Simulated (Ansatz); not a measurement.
A series of calculations on BNH5Cl

**1. Relaxation**

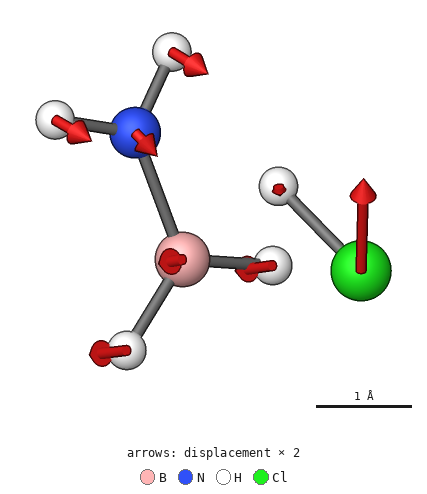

This is a relaxation of BNH5Cl. The starting structure is drawn; red arrows show the displacements, 2 times their true length. The two geometries are superimposed by the best rigid fit.

A ball-and-stick model, seen from a free direction.

The run prepares an end point of a later path (reaction) calculation, from a guessed geometry.

Theory: RKS PBE0-D4/def2-SVP (Ansatz 0.2.0). Set-up: no spin polarisation; force threshold 0.03 eV/Å; at most 50 steps.

Q: Atoms of which element are displaced furthest, and by how much?

A: Chlorine: up to 0.62 Å, against 0.36 Å for hydrogen.

Q: What did the optimiser do to the structure, and how much energy did it gain?

A: The largest move after the best rigid fit is that of the Cl atom, 0.62 Å. By element the largest moves are Cl 0.62 Å, H 0.36 Å, B 0.23 Å, N 0.19 Å. Near-neighbour distances that change, for instance: B–N 1.471 → 1.398 Å, Cl–H 1.333 → 1.299 Å, B–H 1.203 → 1.207 Å. Over 7 geometry steps the energy falls by 0.188 eV. Largest force component: 2.4 eV/Å at the start, 0.024 eV/Å at the end. Cost: 8.8 s on 1 thread of AMD EPYC 9R45 96-Core Processor (Zen 5) (shared host), peak memory 0.15 GiB.

Limits of the set-up: the start holds two separate molecules, 2.3 Å apart at their closest, whose relative position is a soft coordinate.

**2. Relaxation**

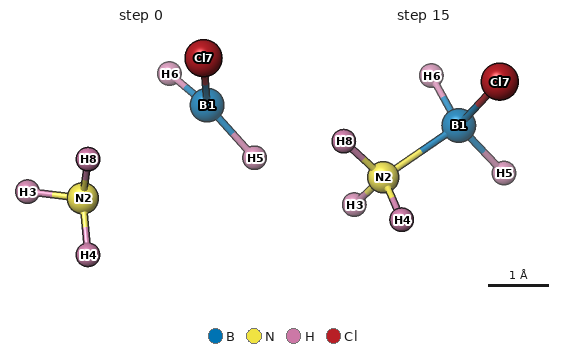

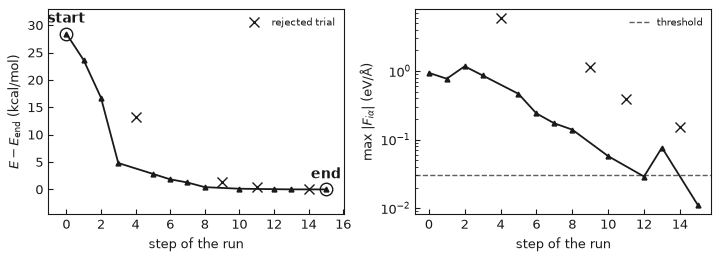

First and last geometry of a relaxation of BNH5Cl, with the history of the run. Style: ball-and-stick. Shown from a free direction.

The run prepares an end point of a later path (reaction) calculation, from a guessed geometry.

Level of theory: RKS PBE0-D4/def2-SVP (Ansatz 0.2.0). Set-up: no spin polarisation; force threshold 0.03 eV/Å; at most 50 steps.

Q: Read the history and describe the run.

A: It converged. The atom that moves furthest after the best rigid fit is H3 (0.89 Å). By element the largest moves are H 0.89 Å, B 0.65 Å, Cl 0.48 Å, N 0.47 Å. Some distances before and after: B1–N2 2.729 → 1.625 Å, B1–Cl7 1.825 → 1.856 Å, B1–H5 1.199 → 1.218 Å, N2–H8 1.038 → 1.022 Å. New bonds form, among them: B1–N2 (2.73 → 1.62 Å). Among the angles between lasting bonds that change: H5–B1–H6 125.9° → 115.1°, H5–B1–Cl7 116.9° → 112.7°, H6–B1–Cl7 116.4° → 112.7°. Over 11 accepted moves (15 points after the start) the energy falls by 28.5 kcal/mol. Largest force component: 0.94 eV/Å at the start, 0.011 eV/Å at the end. The line search rejected the trial steps at points 4, 9, 11, 14 of the run. The forces were under the threshold at step 12, but the run went on from there.

```tsv
step	E − E(0), kcal/mol	largest force component, eV/Å	note
0	0.00	0.9441	
1	-4.83	0.7738	
2	-11.69	1.1747	
3	-23.63	0.8642	
4	-15.27	5.9324	rejected
5	-25.61	0.4657	
6	-26.61	0.2412	
7	-27.19	0.1727	
8	-28.04	0.1399	
9	-27.17	1.1514	rejected
10	-28.33	0.0574	
11	-27.98	0.3935	rejected
12	-28.41	0.0289	
13	-28.45	0.0765	
14	-28.40	0.1533	rejected
15	-28.46	0.0111
```

Limits of the set-up: the start holds two separate molecules, 2.6 Å apart at their closest, whose relative position is a soft coordinate.

**3. Path**

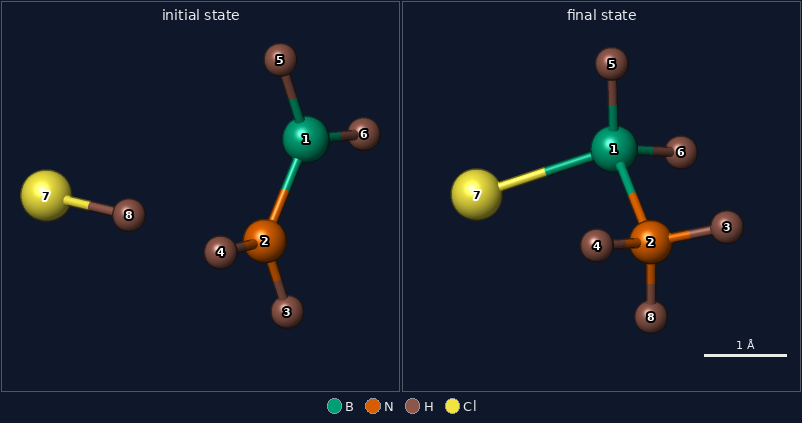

The two relaxed end points of a path for BNH₅Cl. The picture is a ball-and-stick view, seen at a tilt.

The calculation used Ansatz, RKS PBE0-D4/def2-SVP.

Settings: 5 movable images; climbing image; force threshold 0.05 eV/Å; iteration limit 60.

Start:
```xyz
8

B     0.0455   -0.3531    0.2230
N     0.0259   -0.2063    1.6132
H    -0.8102   -0.3394    2.1705
H     0.8678   -0.1192    2.1709
H     1.1011   -0.2658   -0.3566
H    -0.9966   -0.5411   -0.3570
Cl   -0.4101    3.1300    1.1657
H    -0.2439    1.8571    1.3663
```

End:
```xyz
8

B    -0.0058    0.4517    0.1871
N    -0.1251    0.1643    1.7818
H    -0.3007   -0.8241    1.9741
H     0.7363    0.4430    2.2568
H     0.9508   -0.1962   -0.1969
H    -1.0772    0.1244   -0.2899
Cl    0.2873    2.2822    0.1002
H    -0.8861    0.7170    2.1829
```

Q: What barrier does the band find between them, and by what path?

A: Forward barrier 0.54 eV, backward barrier 1.32 eV, with image 2 at the top; the reaction energy is −0.78 eV. Breaking: Cl7–H8 (1.30 → 1.49 at the top → 2.86 Å). Forming: B1–Cl7 (3.64 → 2.44 at the top → 1.86 Å), N2–H8 (2.10 → 1.38 at the top → 1.02 Å). The band is converged. At the top, the vibrational analysis gives one imaginary mode (955i cm⁻¹), as a transition state must have.

Energies of the converged images:

```csv
image,path (Å),E (eV)
0,0.00,0.000
1,0.68,0.067
2,1.36,0.542
3,1.92,-0.358
4,2.48,-0.702
5,3.04,-0.749
6,3.61,-0.779
```

The geometry at the top of the path:

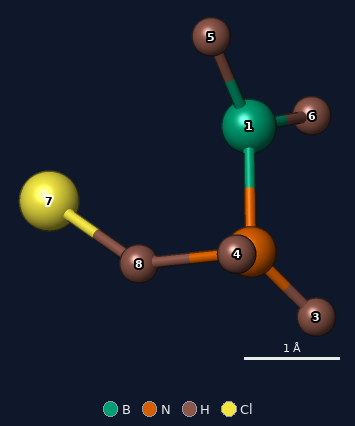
